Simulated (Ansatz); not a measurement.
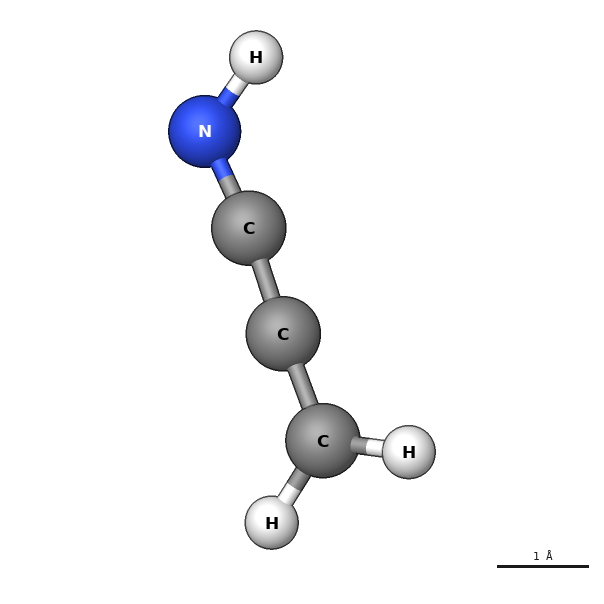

A ball-and-stick model of a molecule. Every bond is drawn as one stick, whatever its order.

Count the atoms of each element.

C₃H₃N, 7 atoms: 3 carbon, 3 hydrogen and 1 nitrogen.

Describe its rings.

It has no ring.

More results for the same structure follow; atom numbers are the same in all pictures, views and colours differ. The computed structure is the end point of a PBE0-D4/def2-TZVP optimisation.

### Geometry

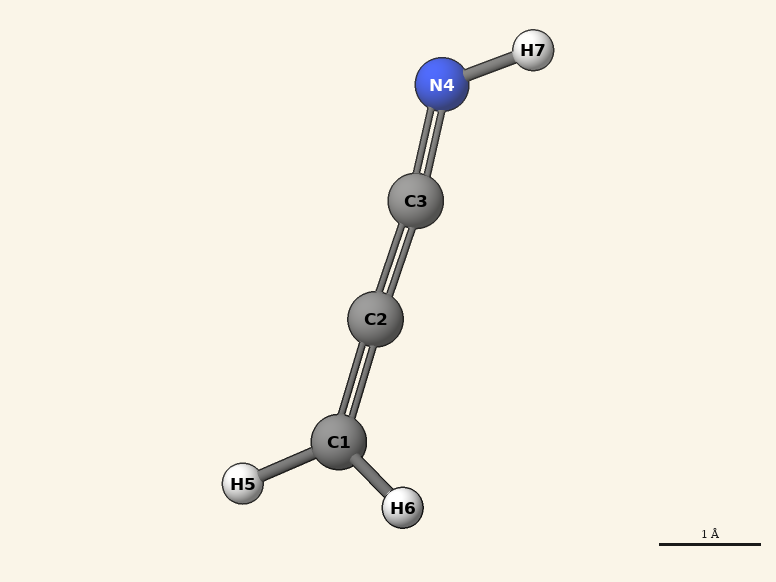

The atoms are numbered.

Give the bond lengths.

```csv
bond,length (Å),order
C1–C2,1.309,double
C1–H5,1.088,single
C1–H6,1.088,single
C2–C3,1.271,double
C3–N4,1.232,double
N4–H7,1.020,single
```

### Electronic properties

Method: RKS B3LYP-D4/def2-TZVPP (Ansatz 0.2.0).

Estimate the LUMO energy (Kohn–Sham orbital).

−2.34 eV.

Estimate the HOMO energy (Kohn–Sham orbital).

−6.52 eV.

What is the dispersion correction?

−15.2 kJ/mol.

Estimate the dipole moment.

1.91 D.

### Thermal motion

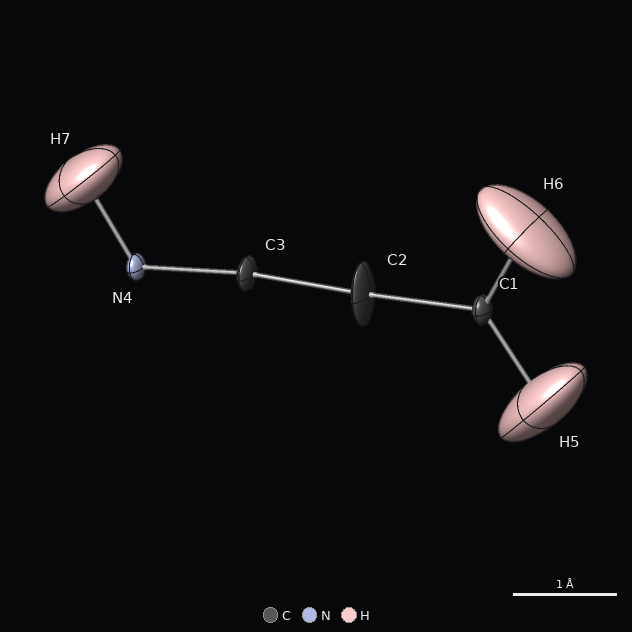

Displacement ellipsoids at the 50 % level, enlarged 2 times, from the internal vibrations of the free molecule (harmonic, no overall translation or rotation; no half-axis is drawn under 0.075 Å). Vibrations computed with RKS PBE0-D4/def2-TZVP (Ansatz 0.2.0). Temperature: 298 K.

Which atom moves most?

H5, with U_eq = 0.0208 Å².

Does H6 move more along its bond or across it?

Across it: the root-mean-square amplitude is 0.083 Å along the bond and up to 0.197 Å across, since bending and torsion are softer than stretching.

List U_eq and the three principal root-mean-square amplitudes for each kind of atom.

```csv
atom,U_eq (Å²),rms amplitudes (Å)
C1,0.0018,"0.030, 0.046, 0.049"
C2,0.0058,"0.024, 0.073, 0.108"
C3,0.0024,"0.024, 0.056, 0.058"
N4,0.0016,"0.028, 0.044, 0.044"
H5,0.0208,"0.078, 0.135, 0.196"
H6,0.0204,"0.078, 0.128, 0.197"
H7,0.0159,"0.075, 0.134, 0.155"
```

### Charges

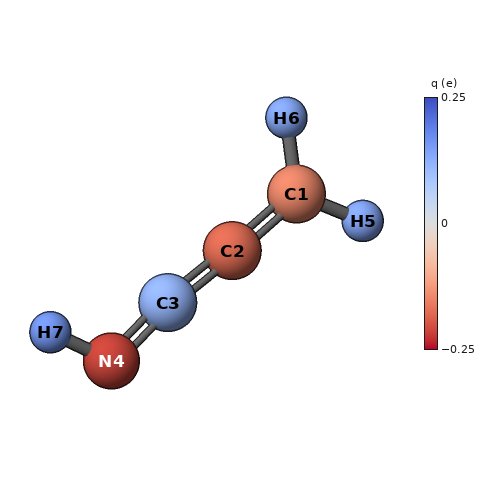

Atoms are coloured by their Mulliken charges. Method: RKS ωB97M-V/def2-TZVPP (Ansatz 0.2.0).

Which atom carries the highest charge (most positive or least negative)?

H7 (0.15 e).

And the lowest?

N4 (−0.21 e).

Give the Mulliken charges atom by atom.

| atom | value (e) |
| --- | --- |
| C1 | −0.14 |
| C2 | −0.17 |
| C3 | 0.11 |
| N4 | −0.21 |
| H5 | 0.13 |
| H6 | 0.13 |
| H7 | 0.15 |

Mulliken values depend strongly on the basis set and can even reverse the polarity of a bond.
